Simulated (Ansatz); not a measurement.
Geometry relaxation, with input and output: Si4H11OF (part 3 of 3)

Continued. System: Si4H11OF. Method: RKS PBE0-D4/def2-SVP (Ansatz 0.2.0). The input holds or restrains some coordinates. Forces given for the steps count only the free coordinates.

Geometry of the input (Å):
```
Si -0.2049  0.5022  -0.0090
Si 1.4123  -1.4191  1.2505
Si -0.4064  1.1619  -2.2309
Si -2.0954  -0.6153  0.8248
F  -0.2281  1.8157  0.9731
H  1.9633  0.1029  0.4258
O  1.8411  1.0469  -0.3290
H  2.8244  -1.7260  1.5606
H  0.7536  -1.4558  2.5611
H  0.9437  -2.5914  0.5023
H  -0.0113  2.5494  -2.5019
H  0.4210  0.3143  -3.0939
H  -1.7928  1.0289  -2.7046
H  -2.1701  -1.9798  0.2983
H  -2.2035  -0.7050  2.2826
H  -3.3147  0.0713  0.3809
H  2.2677  1.8991  -0.1907
```

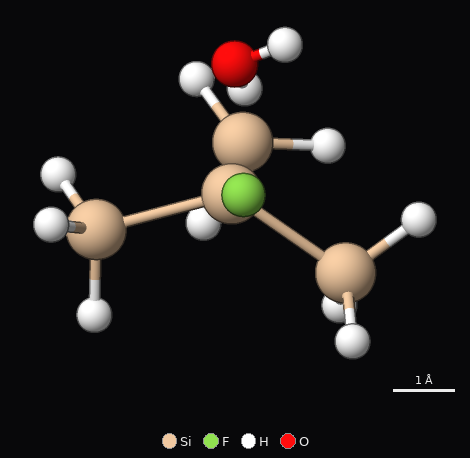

The geometry at step 26 of the log (ball-and-stick view, seen at a tilt).

## Trajectory as extended XYZ, continued
```
17
Properties=species:S:1:pos:R:3:forces:R:3 step=20 energy=-36421.25912
Si   -0.2632    0.8154    0.0340    1.2492   0.3827   0.3115
Si    1.2207   -1.5010    0.6044   -0.3225  -0.4212  -0.0937
Si   -0.1126    0.7132   -2.3004    0.0123   0.0071  -0.0507
Si   -1.9745   -0.3409    1.1762    0.0036  -0.0447   0.0687
F    -0.7189    2.3336    0.5331    0.1030  -0.2803  -0.0974
H     1.6327    0.2680    0.5718    0.2606   1.6541  -0.1903
O     1.7560    1.4556    0.3476   -1.3557  -1.2849   0.2608
H     2.6902   -1.8263    0.5840   -0.0314   0.0137  -0.0264
H     0.6652   -2.0365    1.8911    0.0168   0.0158  -0.0188
H     0.5810   -2.2638   -0.5255    0.0355   0.0525   0.0742
H    -0.0090    2.1203   -2.8014   -0.0056  -0.0668   0.0123
H     1.0875   -0.0707   -2.7251   -0.0463   0.0315   0.0163
H    -1.3470    0.0719   -2.8598    0.0619   0.0231   0.0360
H    -1.9664   -1.8060    0.8629    0.0008   0.1077   0.0106
H    -1.7675   -0.1405    2.6485   -0.0208  -0.0235  -0.0972
H    -3.2965    0.2448    0.7798    0.0570  -0.0076   0.0183
H     1.8225    1.9630    1.1787   -0.0186  -0.1591  -0.2341
17
Properties=species:S:1:pos:R:3:forces:R:3 step=21 energy=-36421.26409
Si   -0.2633    0.8181    0.0275    1.2730   0.4916   0.3697
Si    1.2223   -1.5001    0.5861   -0.3018  -0.4250  -0.1122
Si   -0.1005    0.6993   -2.3050    0.0155  -0.0036  -0.0428
Si   -1.9694   -0.3293    1.1846    0.0264  -0.0357   0.0543
F    -0.7405    2.3431    0.4903    0.1160  -0.3130  -0.1015
H     1.6285    0.2706    0.5947    0.2362   1.6082  -0.1450
O     1.7444    1.4637    0.3980   -1.3929  -1.2721   0.1984
H     2.6876   -1.8389    0.5149   -0.0408   0.0130  -0.0175
H     0.6975   -2.0462    1.8817    0.0168   0.0138  -0.0239
H     0.5431   -2.2451   -0.5330    0.0380   0.0453   0.0715
H    -0.0178    2.1019   -2.8203   -0.0048  -0.0557   0.0117
H     1.1098   -0.0717   -2.7225   -0.0360   0.0258   0.0147
H    -1.3253    0.0343   -2.8560    0.0514   0.0198   0.0287
H    -1.9689   -1.7919    0.8679   -0.0037   0.0783   0.0139
H    -1.7513   -0.1312    2.6545   -0.0158  -0.0188  -0.0782
H    -3.2886    0.2661    0.7977    0.0432  -0.0051   0.0121
H     1.7922    1.9574    1.2390   -0.0207  -0.1669  -0.2538
17
Properties=species:S:1:pos:R:3:forces:R:3 step=22 energy=-36421.27298
Si   -0.2778    0.8519    0.0074    1.4073   0.6005   0.5359
Si    1.1948   -1.4864    0.5141   -0.1067  -0.4985  -0.1115
Si   -0.0502    0.6551   -2.3161   -0.0506   0.0369  -0.0111
Si   -1.9287   -0.3137    1.2229   -0.0467   0.1243  -0.0185
F    -0.7939    2.3908    0.3824    0.1382  -0.4342  -0.1258
H     1.5870    0.2817    0.6561    0.2054   1.4022  -0.0751
O     1.7002    1.4845    0.5294   -1.5360  -1.1412   0.0891
H     2.6475   -1.8519    0.3243   -0.1070   0.0168   0.0066
H     0.7533   -2.0653    1.8308    0.0159   0.0128  -0.0682
H     0.4323   -2.2076   -0.5713    0.0435   0.0910   0.0919
H    -0.0237    2.0436   -2.8705    0.0075  -0.0386  -0.0148
H     1.1904   -0.0805   -2.7021   -0.0154   0.0212   0.0384
H    -1.2451   -0.0727   -2.8510    0.0424   0.0096   0.0187
H    -1.9651   -1.7725    0.9134    0.0347   0.0234  -0.0202
H    -1.6870   -0.1122    2.6842    0.0231   0.0025  -0.0149
H    -3.2363    0.3111    0.8529   -0.0301  -0.0229   0.0289
H     1.7022    1.9444    1.3931   -0.0255  -0.2058  -0.3494
17
Properties=species:S:1:pos:R:3:forces:R:3 step=23 energy=-36421.27219 accepted=F
Si   -0.2805    0.8473   -0.0007    1.3052   0.9581   0.5125
Si    1.2282   -1.4810    0.4424   -0.2602  -0.6928  -0.1320
Si   -0.0158    0.6224   -2.3205    0.0035  -0.0519  -0.0092
Si   -1.9520   -0.2427    1.2572    0.1744  -0.0991  -0.0372
F    -0.8425    2.3946    0.2597    0.1867  -0.3528  -0.0589
H     1.5745    0.2835    0.7005    0.1515   1.2912   0.0874
O     1.6497    1.4954    0.6623   -1.6070  -0.9957   0.0505
H     2.6527   -1.9023    0.1353   -0.2309   0.1233   0.0336
H     0.8399   -2.1074    1.7615    0.0595   0.0358  -0.1525
H     0.3540   -2.1335   -0.6169    0.1681   0.1170   0.1850
H    -0.0306    1.9816   -2.9481    0.0032  -0.0654   0.0458
H     1.2659   -0.0818   -2.6297   -0.0375   0.0344  -0.0253
H    -1.1666   -0.1835   -2.8447    0.0651   0.0295   0.0212
H    -1.9473   -1.6944    0.9258   -0.0672  -0.0632   0.0400
H    -1.6298   -0.0556    2.7035   -0.0130   0.0146   0.0252
H    -3.2953    0.3463    0.9608    0.0853   0.0327  -0.0230
H     1.5952    1.9113    1.5517    0.0132  -0.3157  -0.5631
17
Properties=species:S:1:pos:R:3:forces:R:3 step=24 energy=-36421.28758
Si   -0.2794    0.8472   -0.0057    1.4026   0.6595   0.5946
Si    1.1976   -1.4886    0.5000   -0.1504  -0.4759  -0.1675
Si   -0.0382    0.6464   -2.3265    0.0242  -0.0463  -0.0081
Si   -1.9301   -0.2828    1.2383    0.0096   0.0311  -0.0357
F    -0.8070    2.3884    0.3192    0.0847  -0.2628  -0.0736
H     1.5784    0.2789    0.6771    0.1637   1.3841   0.0420
O     1.6752    1.4868    0.5908   -1.5259  -1.2066  -0.1578
H     2.6394   -1.8496    0.2482   -0.0782   0.0040   0.0058
H     0.7896   -2.1186    1.8040    0.0146   0.0461  -0.0651
H     0.3935   -2.1576   -0.5862    0.0486   0.0287   0.0637
H    -0.0292    2.0184   -2.9197   -0.0068  -0.0264   0.0218
H     1.2258   -0.0703   -2.6691   -0.0152   0.0127  -0.0067
H    -1.2069   -0.1238   -2.8575    0.0312   0.0097   0.0104
H    -1.9558   -1.7396    0.9225   -0.0051  -0.0073   0.0075
H    -1.6418   -0.0859    2.6915    0.0089   0.0084  -0.0012
H    -3.2545    0.3294    0.9090    0.0064  -0.0035   0.0156
H     1.6431    1.9216    1.4639   -0.0130  -0.1557  -0.2457
17
Properties=species:S:1:pos:R:3:forces:R:3 step=25 energy=-36421.29656
Si   -0.2887    0.8569   -0.0024    1.4869   0.6289   0.4454
Si    1.2061   -1.4805    0.4395   -0.2254  -0.5111  -0.0437
Si   -0.0090    0.6106   -2.3158   -0.0051   0.0069  -0.0229
Si   -1.9359   -0.2547    1.2584    0.0644  -0.0026   0.0296
F    -0.8264    2.4032    0.2550    0.0660  -0.1911  -0.0175
H     1.5545    0.2812    0.7136    0.1617   1.2912   0.0326
O     1.6469    1.4912    0.6580   -1.6015  -1.1615  -0.2378
H     2.6355   -1.8589    0.1531   -0.0644   0.0369  -0.0044
H     0.8126   -2.1276    1.7407    0.0332   0.0019  -0.0724
H     0.3696   -2.1285   -0.6361    0.0481   0.0444   0.0600
H    -0.0328    1.9761   -2.9236   -0.0037  -0.0269  -0.0038
H     1.2753   -0.0755   -2.6485   -0.0199   0.0147   0.0216
H    -1.1538   -0.1942   -2.8478    0.0309   0.0060   0.0154
H    -1.9670   -1.7129    0.9520   -0.0054  -0.0142   0.0040
H    -1.6016   -0.0494    2.7012   -0.0202  -0.0029   0.0054
H    -3.2707    0.3548    0.9655    0.0454   0.0095  -0.0030
H     1.5855    1.9084    1.5372    0.0091  -0.1302  -0.2084
17
Properties=species:S:1:pos:R:3:forces:R:3 step=26 energy=-36421.30657
Si   -0.2925    0.8772   -0.0231    1.4684   0.5857   0.6367
Si    1.1919   -1.4707    0.3974   -0.1661  -0.6080  -0.0977
Si    0.0204    0.5836   -2.3294   -0.0003  -0.0104  -0.0382
Si   -1.9097   -0.2243    1.2858    0.0417   0.0236   0.0021
F    -0.8522    2.4206    0.1776    0.0904  -0.1159  -0.0206
H     1.5203    0.2793    0.7575    0.1375   1.1617   0.1058
O     1.6048    1.4912    0.7571   -1.6683  -1.0008  -0.2880
H     2.6053   -1.8470    0.0297   -0.0939   0.0462   0.0135
H     0.8509   -2.1776    1.6873    0.0340   0.0518  -0.1241
H     0.3080   -2.0835   -0.6686    0.0880   0.0723   0.1114
H    -0.0471    1.9296   -2.9808    0.0044  -0.0598   0.0145
H     1.3345   -0.0683   -2.6209   -0.0511   0.0378   0.0157
H    -1.0893   -0.2816   -2.8480    0.0628   0.0398   0.0408
H    -1.9523   -1.6824    0.9852   -0.0120  -0.0279   0.0069
H    -1.5443   -0.0163    2.7220   -0.0057   0.0048  -0.0183
H    -3.2479    0.3920    1.0218    0.0467  -0.0053   0.0029
H     1.4991    1.8781    1.6496    0.0236  -0.1954  -0.3636
17
Properties=species:S:1:pos:R:3:forces:R:3 step=27 energy=-36421.31178
Si   -0.2973    0.8868   -0.0312    1.5211   0.5654   0.6647
Si    1.1837   -1.4661    0.3735   -0.1456  -0.6173  -0.1227
Si    0.0388    0.5716   -2.3324   -0.0127  -0.0387  -0.0394
Si   -1.8986   -0.2106    1.2993    0.0259   0.0510   0.0110
F    -0.8496    2.4343    0.1305    0.0430  -0.0717   0.0131
H     1.5001    0.2762    0.7793    0.1209   1.1113   0.1525
O     1.5782    1.4882    0.8090   -1.6807  -0.9586  -0.3497
H     2.5878   -1.8295   -0.0386   -0.0905   0.0385   0.0198
H     0.8706   -2.2109    1.6499    0.0319   0.0666  -0.1283
H     0.2764   -2.0523   -0.6888    0.0949   0.0602   0.1149
H    -0.0560    1.9000   -3.0179    0.0049  -0.0729   0.0384
H     1.3694   -0.0577   -2.6008   -0.0620   0.0402   0.0093
H    -1.0503   -0.3320   -2.8313    0.0779   0.0541   0.0288
H    -1.9512   -1.6715    1.0121   -0.0008  -0.0137   0.0016
H    -1.5097    0.0095    2.7284   -0.0089  -0.0009  -0.0281
H    -3.2381    0.4093    1.0520    0.0394  -0.0116   0.0061
H     1.4458    1.8550    1.7070    0.0414  -0.2019  -0.3919
17
Properties=species:S:1:pos:R:3:forces:R:3 step=28 energy=-36421.31756
Si   -0.3003    0.8967   -0.0424    1.5400   0.4799   0.7783
Si    1.1727   -1.4631    0.3511   -0.1168  -0.5780  -0.1355
Si    0.0531    0.5540   -2.3366   -0.0134  -0.0164  -0.0541
Si   -1.8864   -0.1893    1.3107    0.0183   0.0192   0.0021
F    -0.8437    2.4448    0.1050    0.0066   0.0202  -0.0074
H     1.4776    0.2702    0.8015    0.1066   1.0935   0.1817
O     1.5527    1.4814    0.8575   -1.6500  -0.9888  -0.5285
H     2.5688   -1.8036   -0.0974   -0.0536   0.0188   0.0140
H     0.8865   -2.2419    1.6105    0.0240   0.0579  -0.0875
H     0.2513   -2.0300   -0.7052    0.0672   0.0343   0.0742
H    -0.0691    1.8689   -3.0430    0.0049  -0.0672   0.0351
H     1.4006   -0.0445   -2.5878   -0.0529   0.0312   0.0111
H    -1.0095   -0.3836   -2.8283    0.0698   0.0566   0.0349
H    -1.9367   -1.6533    1.0341   -0.0074   0.0017   0.0127
H    -1.4778    0.0437    2.7330   -0.0069  -0.0041  -0.0363
H    -3.2312    0.4238    1.0800    0.0259  -0.0084   0.0042
H     1.3912    1.8260    1.7571    0.0377  -0.1505  -0.2992
17
Properties=species:S:1:pos:R:3:forces:R:3 step=29 energy=-36421.32114
Si   -0.3060    0.9015   -0.0471    1.6032   0.4257   0.7596
Si    1.1605   -1.4646    0.3327   -0.0727  -0.4896  -0.1308
Si    0.0653    0.5489   -2.3352   -0.0105  -0.0281  -0.0292
Si   -1.8806   -0.1779    1.3168   -0.0133   0.0154   0.0311
F    -0.8307    2.4549    0.0815   -0.0453   0.0695   0.0207
H     1.4556    0.2612    0.8172    0.1082   1.0964   0.1785
O     1.5361    1.4715    0.8842   -1.6153  -1.0764  -0.7609
H     2.5518   -1.7734   -0.1407    0.0036  -0.0040  -0.0008
H     0.9037   -2.2656    1.5783    0.0047   0.0161  -0.0114
H     0.2371   -2.0256   -0.7164    0.0036   0.0005   0.0063
H    -0.0814    1.8471   -3.0635   -0.0006  -0.0328   0.0294
H     1.4271   -0.0200   -2.5667   -0.0254   0.0119  -0.0025
H    -0.9713   -0.4195   -2.8142    0.0404   0.0307   0.0063
H    -1.9398   -1.6475    1.0664    0.0131   0.0281  -0.0032
H    -1.4546    0.0750    2.7306   -0.0094  -0.0074  -0.0262
H    -3.2263    0.4342    1.0959    0.0011  -0.0046   0.0050
H     1.3533    1.8001    1.7803    0.0147  -0.0514  -0.0720
17
Properties=species:S:1:pos:R:3:forces:R:3 step=30 energy=-36421.32205
Si   -0.3070    0.9014   -0.0508    1.5777   0.4379   0.8116
Si    1.1592   -1.4661    0.3212   -0.0661  -0.4637  -0.1150
Si    0.0722    0.5411   -2.3360   -0.0138   0.0028  -0.0214
Si   -1.8816   -0.1628    1.3232    0.0023  -0.0340   0.0049
F    -0.8339    2.4548    0.0757   -0.0221   0.0718  -0.0032
H     1.4467    0.2567    0.8206    0.1126   1.0929   0.1794
O     1.5277    1.4664    0.8980   -1.5897  -1.1008  -0.8682
H     2.5481   -1.7681   -0.1623    0.0098  -0.0018  -0.0039
H     0.9151   -2.2674    1.5673    0.0003  -0.0056   0.0073
H     0.2309   -2.0279   -0.7208   -0.0113  -0.0092  -0.0103
H    -0.0913    1.8375   -3.0609    0.0012  -0.0123   0.0042
H     1.4408   -0.0090   -2.5670   -0.0089   0.0054   0.0052
H    -0.9492   -0.4391   -2.8179    0.0155   0.0125   0.0053
H    -1.9317   -1.6322    1.0717   -0.0063   0.0137   0.0096
H    -1.4514    0.0902    2.7348   -0.0007   0.0006  -0.0154
H    -3.2311    0.4419    1.1084    0.0033   0.0034  -0.0027
H     1.3363    1.7827    1.7946   -0.0037  -0.0135   0.0125
17
Properties=species:S:1:pos:R:3:forces:R:3 step=31 energy=-36421.32227
Si   -0.3050    0.9010   -0.0518    1.5366   0.4559   0.8193
Si    1.1578   -1.4677    0.3253   -0.0559  -0.4611  -0.1339
Si    0.0693    0.5437   -2.3383    0.0093   0.0085  -0.0078
Si   -1.8802   -0.1655    1.3200   -0.0018  -0.0029   0.0014
F    -0.8349    2.4550    0.0769   -0.0004   0.0250  -0.0049
H     1.4472    0.2565    0.8187    0.1161   1.0924   0.1820
O     1.5292    1.4660    0.8977   -1.5862  -1.1111  -0.8925
H     2.5464   -1.7688   -0.1603    0.0068  -0.0045  -0.0023
H     0.9185   -2.2658    1.5742   -0.0028  -0.0021   0.0103
H     0.2281   -2.0347   -0.7130   -0.0083  -0.0034  -0.0086
H    -0.0967    1.8408   -3.0596   -0.0006   0.0008  -0.0031
H     1.4396   -0.0010   -2.5679    0.0026   0.0003  -0.0019
H    -0.9465   -0.4380   -2.8256   -0.0012  -0.0001   0.0093
H    -1.9356   -1.6352    1.0750   -0.0001   0.0061   0.0009
H    -1.4479    0.0916    2.7295   -0.0016   0.0002   0.0005
H    -3.2274    0.4436    1.1037   -0.0016  -0.0007   0.0004
H     1.3380    1.7787    1.7952   -0.0109  -0.0034   0.0309
17
Properties=species:S:1:pos:R:3:forces:R:3 step=32 energy=-36421.32247
Si   -0.3065    0.8990   -0.0515    1.5430   0.4986   0.7963
Si    1.1589   -1.4685    0.3237   -0.0716  -0.4720  -0.1298
Si    0.0717    0.5461   -2.3392   -0.0032   0.0024   0.0093
Si   -1.8825   -0.1650    1.3225    0.0022   0.0025  -0.0048
F    -0.8336    2.4551    0.0760   -0.0034  -0.0066  -0.0022
H     1.4475    0.2563    0.8154    0.1226   1.1014   0.1730
O     1.5288    1.4658    0.8950   -1.5836  -1.1243  -0.8599
H     2.5470   -1.7726   -0.1620    0.0010  -0.0003  -0.0003
H     0.9190   -2.2627    1.5757   -0.0003  -0.0016   0.0003
H     0.2268   -2.0365   -0.7130    0.0003  -0.0015   0.0008
H    -0.1003    1.8420   -3.0614   -0.0007   0.0000  -0.0005
H     1.4441    0.0067   -2.5694    0.0001   0.0001   0.0006
H    -0.9413   -0.4400   -2.8231    0.0013  -0.0007   0.0003
H    -1.9360   -1.6350    1.0807    0.0000  -0.0005   0.0009
H    -1.4516    0.0963    2.7316    0.0001   0.0002   0.0007
H    -3.2304    0.4419    1.1037    0.0003   0.0009  -0.0007
H     1.3383    1.7713    1.7954   -0.0079   0.0014   0.0159
```

## Key numbers

- outcome: converged under the restraints of the input
- total energy: −36421.3225 eV
- mean-field energy: −36420.8904 eV
- dispersion energy: −0.4321 eV
- SCF solution under orbital rotations: stable
- largest force (length of the vector) at the end, held atoms and coordinates included: 2.124 eV/Å
- dipole moment: 1.04 D
- wall time: 35 s (CPU time 61 s)
- peak memory: 0.92 GiB
